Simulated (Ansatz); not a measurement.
## Geometry relaxation of InPH₅ClO₂ (part 2 of 2)

Continued. System: InPH₅ClO₂. Method: RKS revPBE-D4/def2-SVP (Ansatz 0.2.0). The input holds or restrains some coordinates. It belongs to a series of runs on one base structure; here: pulled along the bonds that form and break, towards end B.

Geometry of the input (Å):
```
In 0.0000  0.0000  0.0000
Cl 0.0000  0.0000  2.7900
O  1.7233  0.0000  -0.9950
H  2.0232  -0.9519  -1.1499
O  -1.7233  0.0000  -0.9950
H  -2.2330  -0.8467  -0.7865
P  0.1250  2.6447  0.8797
H  0.6855  2.6845  2.1839
H  0.9364  3.4013  -0.0067
H  0.0736  1.5569  2.2203
```

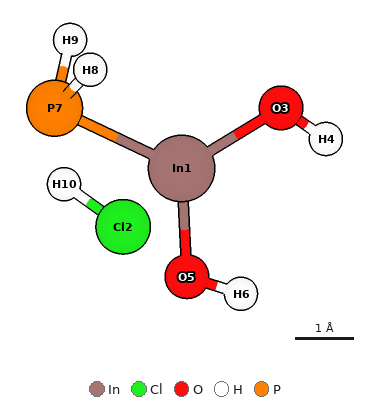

**Figure 1.** The geometry at step 13 of the log (ball-and-stick view, seen at a tilt; atoms are numbered from 1 in the order of the input).

### Trajectory as extended XYZ, continued
```
10
Properties=species:S:1:pos:R:3:forces:R:3 step=6 energy=-31147.87662
In    0.0277    0.6065   -0.3409    0.0279  -0.2846   0.0301
Cl   -0.0401    0.0046    3.2470    0.0890   0.6665  -0.5167
O     1.8445   -0.0960   -0.9299    0.0779  -0.3241  -0.0200
H     1.8340   -1.0300   -1.2387   -0.1204   0.2917   0.0684
O    -1.8029   -0.0291   -0.9614   -0.2158  -0.4477   0.0741
H    -2.0081   -0.9836   -0.8318    0.2407   0.3523  -0.0820
P    -0.1264    2.9018    0.6623    0.4419   0.5342   0.5065
H     0.6532    2.6134    1.8999   -0.3169   0.0358  -0.6199
H     1.0958    3.3120   -0.0119   -0.1411  -0.0592   0.0925
H     0.1330    1.1892    2.6462   -0.0831  -0.7648   0.4670
10
Properties=species:S:1:pos:R:3:forces:R:3 step=7 energy=-31147.94922
In    0.0099    0.6781   -0.3493   -0.0396  -0.4599   0.0029
Cl   -0.0869    0.0150    3.2230    0.1343   0.7928  -0.5497
O     1.8112   -0.1396   -0.8572   -0.0567  -0.0422  -0.0034
H     1.7023   -1.0022   -1.3074   -0.0379   0.0543   0.0257
O    -1.8185   -0.0838   -0.8491    0.0259  -0.1595   0.0247
H    -1.8427   -1.0623   -0.9120    0.1114   0.1827  -0.0144
P    -0.0911    2.9549    0.6853    0.0594   0.5463   0.1008
H     0.6807    2.5875    1.8649   -0.0337  -0.0213  -0.1458
H     1.1288    3.3353    0.0069   -0.0292   0.0029   0.0217
H     0.1171    1.2057    2.6355   -0.1339  -0.8961   0.5375
10
Properties=species:S:1:pos:R:3:forces:R:3 step=8 energy=-31147.97552
In   -0.0480    0.7083   -0.3313   -0.0385  -0.2888  -0.0043
Cl   -0.1183    0.0382    3.2408    0.1431   0.8655  -0.5245
O     1.7393   -0.1203   -0.8515    0.0108  -0.0637  -0.0233
H     1.5954   -0.9847   -1.2858    0.0322  -0.0074  -0.0030
O    -1.8234   -0.1605   -0.8321    0.0489  -0.0948   0.0021
H    -1.6963   -1.1094   -1.0399   -0.0147   0.0895   0.0029
P    -0.0573    2.9738    0.7330   -0.0444   0.4901   0.0588
H     0.8086    2.5162    1.7981    0.0299  -0.0377   0.0473
H     1.1163    3.3713   -0.0067   -0.0129  -0.0022  -0.0806
H     0.0943    1.2557    2.7163   -0.1543  -0.9503   0.5246
10
Properties=species:S:1:pos:R:3:forces:R:3 step=9 energy=-31147.94002 accepted=F
In   -0.0579    0.7402   -0.3176   -0.1051  -0.2524   0.1070
Cl   -0.1516    0.0509    3.2459    0.1333   1.2336  -0.4898
O     1.6971   -0.1259   -0.8807    0.0598  -0.0596  -0.0642
H     1.5181   -0.9846   -1.3146    0.0378   0.0107   0.0180
O    -1.8042   -0.2140   -0.7632    0.4075  -1.4500  -0.6969
H    -1.5647   -1.1146   -1.1718   -0.4496   1.4098   0.6465
P    -0.0291    2.9795    0.8073    0.2795   0.2605   0.0046
H     0.9518    2.4617    1.7556   -0.0932   0.0768  -0.1270
H     1.0556    3.3555   -0.0819   -0.1177   0.0748   0.1008
H    -0.0043    1.3401    2.8619   -0.1523  -1.3041   0.5009
10
Properties=species:S:1:pos:R:3:forces:R:3 step=10 energy=-31147.98506
In   -0.0416    0.7260   -0.3229   -0.0370  -0.3317  -0.0275
Cl   -0.1440    0.0334    3.2435    0.1276   0.9603  -0.4990
O     1.7273   -0.1294   -0.8690    0.0305  -0.0047   0.0095
H     1.5711   -0.9911   -1.3033    0.0002  -0.0154  -0.0088
O    -1.8009   -0.1691   -0.8329    0.0140  -0.0593   0.0093
H    -1.6520   -1.1121   -1.0495   -0.0140   0.0579  -0.0066
P    -0.0443    2.9747    0.7760    0.1151   0.3784   0.0488
H     0.8950    2.4847    1.7721   -0.0192   0.0390  -0.0705
H     1.0680    3.3895   -0.0544   -0.0748   0.0052   0.0419
H     0.0320    1.2821    2.7814   -0.1424  -1.0297   0.5028
10
Properties=species:S:1:pos:R:3:forces:R:3 step=11 energy=-31147.99139
In   -0.0430    0.7199   -0.3284    0.0262  -0.3269  -0.0069
Cl   -0.1685    0.0313    3.2386    0.1247   1.0885  -0.4626
O     1.7238   -0.1445   -0.8736    0.0082  -0.0237  -0.0121
H     1.5636   -1.0002   -1.3194    0.0057   0.0059   0.0052
O    -1.8009   -0.1886   -0.8191    0.0378  -0.1615  -0.0418
H    -1.6343   -1.1177   -1.0883   -0.0404   0.1703   0.0349
P    -0.0258    2.9509    0.8039    0.2605   0.4233   0.0848
H     0.9877    2.4800    1.7420   -0.1053   0.0262  -0.1530
H     1.0244    3.4447   -0.0729   -0.1727  -0.0670   0.0933
H    -0.0164    1.3128    2.8579   -0.1447  -1.1351   0.4581
10
Properties=species:S:1:pos:R:3:forces:R:3 step=12 energy=-31148.00138
In   -0.0190    0.7173   -0.3224   -0.0343  -0.3122  -0.0340
Cl   -0.1920    0.0441    3.2465    0.1067   1.1844  -0.3929
O     1.7383   -0.1622   -0.8795   -0.0046  -0.0143  -0.0117
H     1.5675   -1.0090   -1.3390   -0.0012   0.0235   0.0196
O    -1.7859   -0.1822   -0.7995    0.0504  -0.2113  -0.0878
H    -1.6210   -1.0925   -1.1299   -0.0562   0.1990   0.0643
P    -0.0208    2.9270    0.8508    0.5367   0.2495   0.0390
H     1.0886    2.4139    1.6630   -0.2191   0.1714  -0.1877
H     0.9359    3.4765   -0.1074   -0.2412  -0.0782   0.2087
H    -0.0810    1.3559    2.9583   -0.1373  -1.2118   0.3824
10
Properties=species:S:1:pos:R:3:forces:R:3 step=13 energy=-31148.01194
In   -0.0176    0.6932   -0.3350    0.0215  -0.2693   0.0577
Cl   -0.1809    0.0665    3.2430   -0.0209   1.3821  -0.2562
O     1.7393   -0.1802   -0.9013   -0.0077  -0.0259  -0.0207
H     1.5657   -1.0250   -1.3623    0.0130   0.0004   0.0002
O    -1.7868   -0.2026   -0.8122    0.0572  -0.2290  -0.1161
H    -1.6210   -1.0940   -1.1930   -0.0544   0.2418   0.0925
P     0.0271    2.8636    0.9102    0.8287   0.3382   0.0392
H     1.2535    2.4353    1.6176   -0.4691   0.1205  -0.3325
H     0.8426    3.5172   -0.1229   -0.3369  -0.1578   0.3169
H    -0.2111    1.4149    3.0967   -0.0314  -1.4010   0.2190
10
Properties=species:S:1:pos:R:3:forces:R:3 step=14 energy=-31148.08360
In    0.0260    0.6496   -0.2806   -0.0225  -0.2178  -0.0972
Cl   -0.2409    0.1020    3.3048   -0.0392   0.9738  -0.2115
O     1.7572   -0.2192   -0.9314   -0.0033  -0.0125   0.0209
H     1.5637   -1.0321   -1.4394   -0.0026  -0.0046   0.0120
O    -1.7565   -0.1978   -0.7999    0.0328  -0.0557  -0.0189
H    -1.6088   -1.0674   -1.2251   -0.0144   0.0705   0.0332
P     0.1034    2.8121    0.9738    0.2743   0.2325   0.1580
H     1.4092    2.4468    1.4929   -0.1147   0.0489  -0.0795
H     0.6958    3.5632   -0.1138   -0.1120  -0.0681   0.0607
H    -0.3384    1.4318    3.1595    0.0017  -0.9670   0.1224
10
Properties=species:S:1:pos:R:3:forces:R:3 step=15 energy=-31148.11211
In    0.0532    0.6776   -0.3029    0.0076  -0.2507  -0.0008
Cl   -0.1429    0.0809    3.2794   -0.2616   0.9230  -0.2244
O     1.7715   -0.2537   -0.8974   -0.0098   0.0121   0.0058
H     1.5605   -1.0774   -1.3796    0.0033  -0.0182  -0.0059
O    -1.7466   -0.1511   -0.7789   -0.0333   0.0124  -0.0157
H    -1.6278   -1.0279   -1.1939    0.0082  -0.0004  -0.0081
P     0.1562    2.7997    1.0138    0.0251   0.1760   0.1621
H     1.5050    2.4779    1.3986    0.0698   0.0196   0.0087
H     0.5954    3.6047   -0.0960   -0.0473   0.0385  -0.0420
H    -0.5138    1.3581    3.0977    0.2380  -0.9122   0.1204
10
Properties=species:S:1:pos:R:3:forces:R:3 step=16 energy=-31148.10762 accepted=F
In    0.0850    0.6585   -0.2826    0.0549  -0.2575  -0.0090
Cl   -0.1364    0.0782    3.3010   -0.4789   1.1152  -0.2553
O     1.7841   -0.2985   -0.8932   -0.0293  -0.0140  -0.0028
H     1.5562   -1.1154   -1.3807    0.0108   0.0049   0.0086
O    -1.7333   -0.1219   -0.7744   -0.0337   0.0854   0.0287
H    -1.6381   -0.9885   -1.2133    0.0286  -0.0462  -0.0319
P     0.2353    2.7567    1.0660    0.2115   0.4838  -0.1236
H     1.6531    2.5707    1.3111   -0.1916   0.0135  -0.1012
H     0.4479    3.6302   -0.0910   -0.0631  -0.2599   0.3403
H    -0.6432    1.3188    3.0980    0.4908  -1.1252   0.1463
10
Properties=species:S:1:pos:R:3:forces:R:3 step=17 energy=-31148.12613
In    0.0674    0.6626   -0.2820   -0.0005  -0.2593  -0.0342
Cl   -0.1870    0.0668    3.2966   -0.2025   0.8233  -0.2103
O     1.7770   -0.2705   -0.8980   -0.0098  -0.0050   0.0103
H     1.5608   -1.0917   -1.3829    0.0030  -0.0052   0.0030
O    -1.7401   -0.1385   -0.7823   -0.0132   0.0503   0.0143
H    -1.6277   -1.0100   -1.2090    0.0136  -0.0237  -0.0203
P     0.1898    2.7810    1.0365    0.0893   0.2802   0.0936
H     1.5739    2.5274    1.3550   -0.0122   0.0188  -0.0464
H     0.5185    3.6126   -0.1024   -0.0599  -0.0676   0.0936
H    -0.5219    1.3490    3.1093    0.1923  -0.8118   0.0964
10
Properties=species:S:1:pos:R:3:forces:R:3 step=18 energy=-31148.12625
In    0.0840    0.6649   -0.2705   -0.0065  -0.2627  -0.0334
Cl   -0.1568    0.0523    3.3064   -0.3432   0.9778  -0.2789
O     1.7843   -0.2931   -0.8737   -0.0150  -0.0062   0.0042
H     1.5597   -1.1142   -1.3552    0.0042   0.0027   0.0084
O    -1.7342   -0.1098   -0.7743   -0.0125   0.0561   0.0158
H    -1.6333   -0.9763   -1.2133    0.0119  -0.0317  -0.0231
P     0.2207    2.7747    1.0604    0.1652   0.3032   0.0160
H     1.6330    2.5578    1.2843   -0.0948   0.0475  -0.0354
H     0.4445    3.6268   -0.0945   -0.0562  -0.1224   0.1637
H    -0.5912    1.3057    3.0710    0.3470  -0.9643   0.1628
10
Properties=species:S:1:pos:R:3:forces:R:3 step=19 energy=-31148.14454
In    0.1388    0.6414   -0.2509   -0.0411  -0.1808  -0.0050
Cl   -0.1796    0.0017    3.3147   -0.2652   0.8431  -0.2713
O     1.8144   -0.3613   -0.8349    0.0180  -0.0274  -0.0018
H     1.5680   -1.1742   -1.3192    0.0105  -0.0116   0.0031
O    -1.7136   -0.0254   -0.7791   -0.0129  -0.0559  -0.0368
H    -1.6605   -0.8924   -1.2287   -0.0081   0.0342   0.0101
P     0.2416    2.7572    1.0722    0.0339   0.2331   0.1467
H     1.6735    2.6712    1.1950    0.0145   0.0090  -0.0079
H     0.3034    3.6132   -0.0871   -0.0308  -0.0168   0.0166
H    -0.5754    1.2574    3.0589    0.2812  -0.8269   0.1463
```

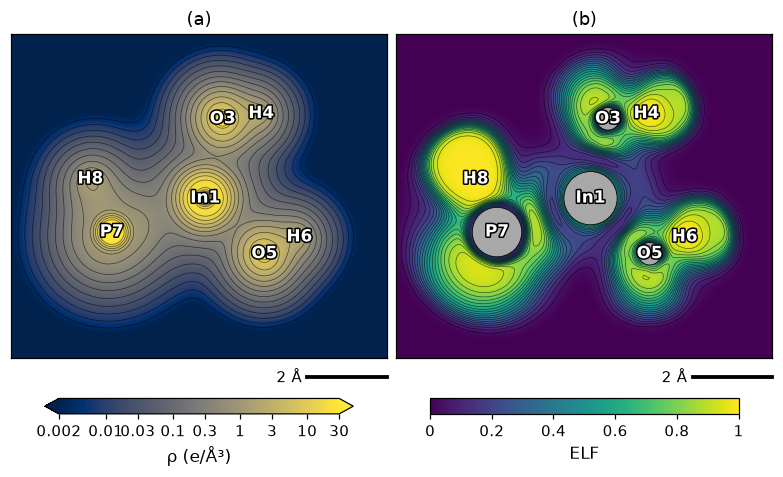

**Figure 2.** (a) electron density; (b) electron localisation function on the plane of atoms In1, O3 and H4. Grey discs, where drawn, cover atomic cores. In–P (2.50 Å): ρ at the midpoint is about 0.48 e/Å³; the ELF peaks at about 0.90 in the valence shell of P, 1.0 Å from its nucleus, and drops to about 0.20 between the two atoms.

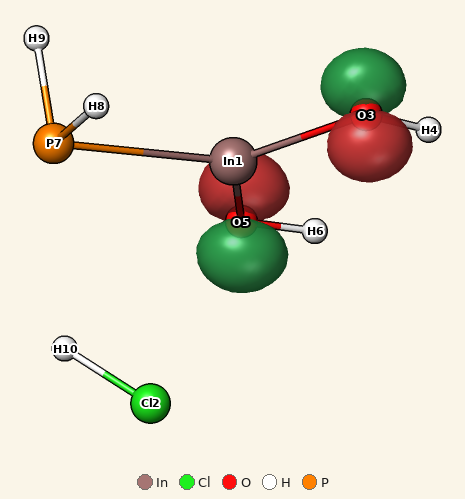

**Figure 3.** The HOMO at ±0.3 Å⁻³ᐟ² (green and red are the two phases), seen at a tilt. Its energy is −6.15 eV.

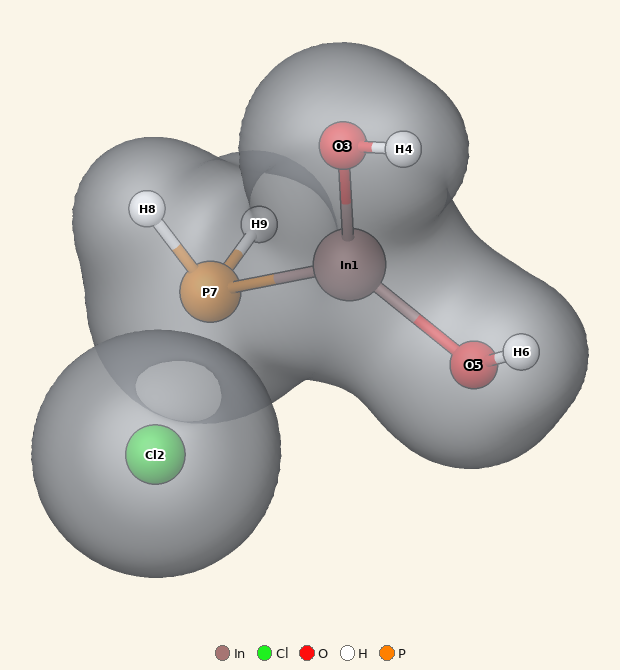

**Figure 4.** Isosurface of the electron density at 0.06 e/Å³ (grey), seen at a tilt. At this value the surface is in one piece. It is pinched off along the In···Cl (3.64 Å) contacts. On the grid the lowest density along these lines, outside the cores, is 0.05 e/Å³ (In···Cl, 3.64 Å), 0.63 e/Å³ (In–O, 2.04 Å), 0.48 e/Å³ (In–P, 2.50 Å) and 2.3 e/Å³ (O–H, 0.98 Å).

### Summary

- outcome: converged under the restraints of the input
- total energy: −31148.1446 eV
- mean-field energy: −31147.6061 eV
- largest force (length of the vector) at the end, held atoms and coordinates included: 0.925 eV/Å
- hardware: 4 threads of Arm Neoverse V1, 24 GiB of memory available, shared host
- wall time: 26 s (CPU time 98 s)
- peak memory: 0.18 GiB
